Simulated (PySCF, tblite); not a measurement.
**C₆H₁₂BNSi: geometry, infrared bands and NMR shifts**

What infrared bands and NMR shifts should C₆H₁₂BNSi (`B[Si@@H](CC)n1cccc1`) show?

Programs: tblite 0.8.0 and PySCF 2.14.0, with density-fitted response routines of our own. Each step states its level of theory. These are calculated values for one molecule in the gas phase, unless marked as measured. Atoms count from 0, in the outputs and in this text.

## 1. The molecule as given

21 atoms, charge 0, multiplicity 1; geometry from: force field or distance geometry start.

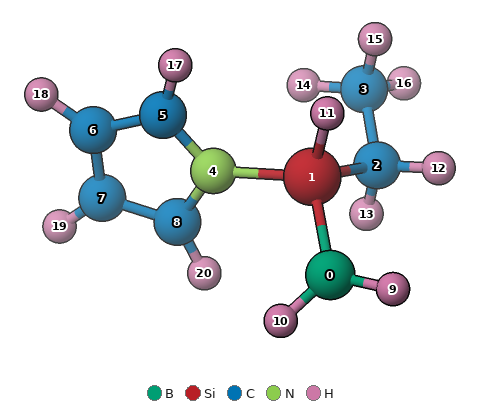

The starting geometry (boron teal, silicon red, carbon blue, nitrogen green, hydrogen pink), atoms numbered.

## 2. Geometry optimisation with GFN2-xTB

Job settings and geometry (Å):

```
{"job": {"kind": "relax", "xc": "GFN2-xTB", "basis": "xTB"}, "charge": 0, "multiplicity": 1}
B     -1.295800     2.087100    -1.480700
Si    -1.052800     0.705700    -0.159700
C     -1.715700    -0.924400    -0.795200
C     -1.534500    -2.028500     0.212200
N      0.698100     0.517300     0.210000
C      1.266600     0.560400     1.415900
C      2.629900     0.346100     1.296400
C      2.889100     0.161000    -0.041200
C      1.674900     0.264700    -0.692800
H     -2.397300     2.354600    -1.847500
H     -0.373000     2.653400    -1.930900
H     -1.766300     1.068600     1.082200
H     -2.811500    -0.796000    -1.007200
H     -1.191100    -1.182400    -1.741700
H     -0.456600    -2.178800     0.432800
H     -2.065200    -1.789400     1.178700
H     -1.950000    -2.978900    -0.180100
H      0.735500     0.728500     2.343700
H      3.351800     0.319800     2.110100
H      3.848500    -0.043000    -0.494500
H      1.506500     0.171200    -1.755300
```

The run is started by

```sh
> OMP_NUM_THREADS=1 python probes_run.py task.json out
```

This one command runs all jobs of the session in turn.

**Question.** This job is followed by: GFN2-xTB harmonic vibrations, gas phase; GIAO PBE0/pcSseg-1 NMR shielding, non-relativistic, gas phase. Predict these results of the whole session: strongest single infrared mode (GFN2-xTB); zero-point energy (GFN2-xTB); ¹³C shifts against TMS (PBE0/pcSseg-1, means over atoms taken as alike); ¹H shifts against TMS (PBE0/pcSseg-1, means over atoms taken as alike); ¹¹B shifts against BF3·OEt2 (PBE0/pcSseg-1); ²⁹Si shifts against TMS (PBE0/pcSseg-1); ¹⁵N shifts against NH3 (PBE0/pcSseg-1).

As calculated:

| quantity | value |
| --- | --- |
| strongest single infrared mode (GFN2-xTB) | 2145 cm⁻¹, 301 km/mol |
| zero-point energy (GFN2-xTB) | 103.1 kcal/mol |
| ¹³C shifts against TMS (PBE0/pcSseg-1, means over atoms taken as alike) | 127.1, 117.6, 10.8, 10.1 ppm |
| ¹H shifts against TMS (PBE0/pcSseg-1, means over atoms taken as alike) | 10.64, 6.87, 6.65, 5.39, 0.91, 0.88, 0.62 ppm |
| ¹¹B shifts against BF3·OEt2 (PBE0/pcSseg-1) | 115.2 ppm |
| ²⁹Si shifts against TMS (PBE0/pcSseg-1) | -8.7 ppm |
| ¹⁵N shifts against NH3 (PBE0/pcSseg-1) | 175.8 ppm |

**Reading.** Over 89 steps the energy fell by 0.302 eV; of the close pairs, Si1–C2 changed most, 1.871 to 1.927 Å. All 57 modes are real, so the xTB geometry is a minimum. The strongest single mode, at 2145 cm⁻¹, moves mainly H11. Unscaled tight-binding wavenumbers are off by several per cent, some by more. Its intensities can rank the bands wrongly. At PBE0/pcSseg-1: The largest span, 281 ppm, is at B0, where the paramagnetic term is -213 ppm. NICS(1)zz of -30 ppm above the planar ring from N4 marks a diatropic (aromatic) ring current.
